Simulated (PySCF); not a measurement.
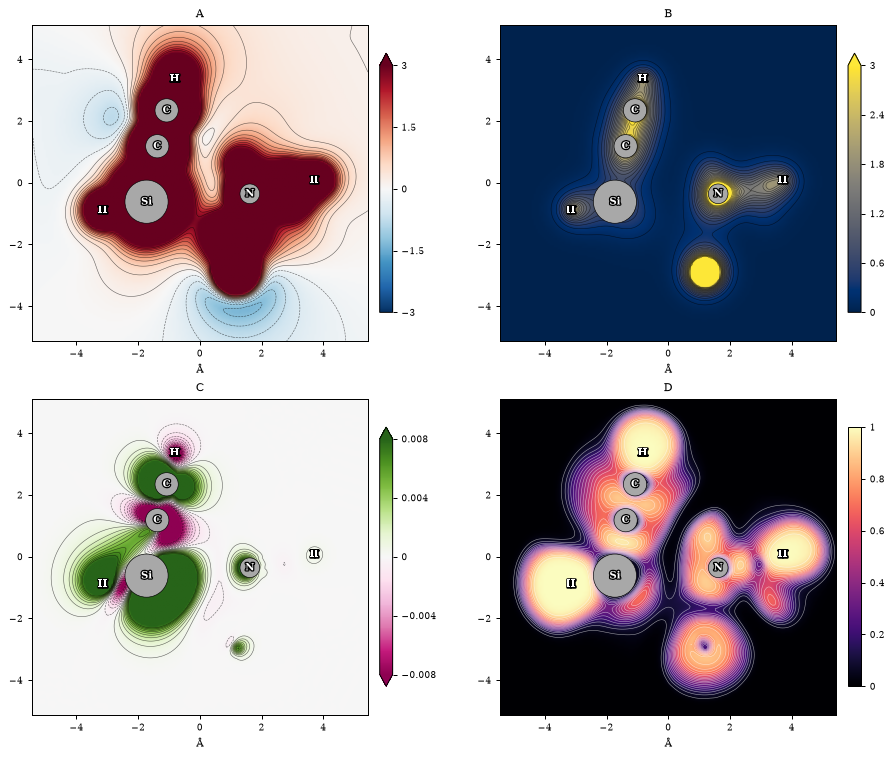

C₄H₉FNSi₂ (doublet): 4 fields on the plane of atoms C2, Si3 and H10, with unlabelled colour scales. Grey discs cover the atomic cores.

Geometry: GFN2-xTB.

Theory: UKS B3LYP, pcH-1 on C F H N Si, non-relativistic, mean-field spin-orbit, GIAO (PySCF 2.14.0, density-fitted response routines).

```
atom    x (Å)    y (Å)    z (Å)
   C   2.2560   2.1998   0.8197
   C   2.0614   1.0358   1.0806
  Si   1.5780  -0.6564   1.5832
   C   0.9805  -1.6975   0.1118
  Si  -0.7713  -1.2517  -0.4329
   F  -1.8079  -1.8236   0.6715
   N  -0.9357   0.4462  -0.3523
   C  -2.1870   1.1396  -0.5415
   H   2.4633   3.2018   0.5745
   H   2.6100  -1.2976   2.3997
   H   0.9934  -2.7503   0.3878
   H   1.6742  -1.5878  -0.7209
   H  -1.2209  -1.9225  -1.6529
   H  -0.1392   1.0238  -0.5712
   H  -2.3808   1.3762  -1.5937
   H  -2.9931   0.5070  -0.1783
   H  -2.1877   2.0692   0.0299
```

**Which field does each panel show? The fields are: electron density, electron localisation function, electrostatic potential and spin density.**

Panel A: electrostatic potential (strongly positive close to the atoms, with negative regions outside electron-rich atoms). Panel B: electron density. Panel C: spin density (confined to the atoms that carry the unpaired spin). Panel D: electron localisation function. From the grid: C–C (1.21 Å): ρ is about 2.7 e/Å³ halfway; the ELF peaks at about 0.85 between the atoms: a multiple bond.
